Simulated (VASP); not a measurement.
Band structure of Rh (fcc). All values below come from revPBE GGA, VASP's PBE PAW potentials (set 64) (plane waves; VASP 6.6.1).

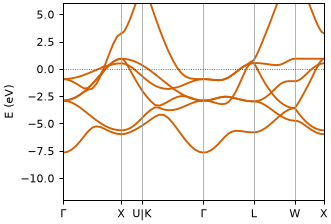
Figure. Bands along high-symmetry lines, zero at the valence-band maximum or, without a gap, the Fermi level

Task: Read the plot: is there a gap, and where are the band edges?

Result: It has no gap at this level: it comes out as a metal or semimetal. (Edges off the drawn lines would not show.)

The compound is Rh in the fcc structure. It was relaxed first.
